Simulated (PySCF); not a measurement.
Dissociation curve of LiNa, singlet.

- UKS-TPSSh = unrestricted TPSSh/cc-pVTZ run with PySCF
- RKS-TPSSh = restricted TPSSh/cc-pVTZ (PySCF)
- UKS-BHandHLYP = PySCF with unrestricted BHandHLYP/cc-pVTZ

Magnitude of the dipole moment (D; its direction can reverse along the curve, and a method can change to another solution) and Mulliken charge of the fragment that holds Li1:

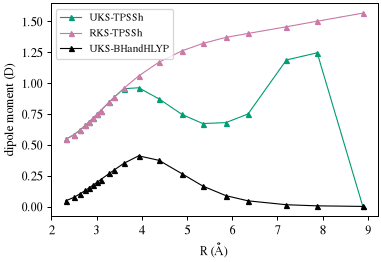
Dipole moment against bond length.

| R / Å | μ UKS-TPSSh | q UKS-TPSSh | μ RKS-TPSSh | q RKS-TPSSh | μ UKS-BHandHLYP | q UKS-BHandHLYP |
|---|---|---|---|---|---|---|
| 2.32 | 0.55 | 0.08 | 0.55 | 0.08 | 0.05 | 0.11 |
| 2.50 | 0.58 | 0.06 | 0.58 | 0.06 | 0.08 | 0.10 |
| 2.64 | 0.62 | 0.05 | 0.62 | 0.05 | 0.10 | 0.11 |
| 2.75 | 0.66 | 0.05 | 0.66 | 0.05 | 0.13 | 0.12 |
| 2.83 | 0.68 | 0.04 | 0.69 | 0.04 | 0.15 | 0.13 |
| 2.93 | 0.72 | 0.04 | 0.72 | 0.04 | 0.18 | 0.14 |
| 3.02 | 0.75 | 0.03 | 0.75 | 0.03 | 0.20 | 0.14 |
| 3.09 | 0.78 | 0.03 | 0.78 | 0.03 | 0.22 | 0.14 |
| 3.28 | 0.85 | 0.02 | 0.85 | 0.02 | 0.27 | 0.12 |
| 3.39 | 0.89 | 0.02 | 0.89 | 0.02 | 0.30 | 0.11 |
| 3.60 | 0.96 | 0.01 | 0.96 | 0.01 | 0.35 | 0.08 |
| 3.93 | 0.96 | 0.00 | 1.06 | 0.00 | 0.41 | 0.04 |
| 4.38 | 0.87 | -0.01 | 1.17 | -0.01 | 0.38 | 0.01 |
| 4.89 | 0.75 | -0.01 | 1.26 | -0.03 | 0.27 | 0.00 |
| 5.35 | 0.67 | -0.02 | 1.32 | -0.04 | 0.17 | 0.00 |
| 5.86 | 0.68 | -0.02 | 1.37 | -0.04 | 0.09 | 0.00 |
| 6.35 | 0.75 | -0.02 | 1.40 | -0.04 | 0.05 | 0.00 |
| 7.20 | 1.19 | -0.04 | 1.46 | -0.04 | 0.02 | 0.00 |
| 7.88 | 1.25 | -0.04 | 1.50 | -0.04 | 0.01 | 0.00 |
| 8.89 | 0.00 | 0.00 | 1.57 | -0.04 | 0.00 | 0.00 |

The unrestricted determinant behind UKS-TPSSh is spin-contaminated at 3.60 to 8.89 Å (<S²> up to 1.0, against 0.00 for a pure singlet). The restricted form behind RKS-TPSSh keeps the bonding electrons paired and can't separate into open-shell fragments. The unrestricted determinant behind UKS-BHandHLYP is spin-contaminated at 3.93 to 8.89 Å (<S²> up to 1.0, against 0.00 for a pure singlet).
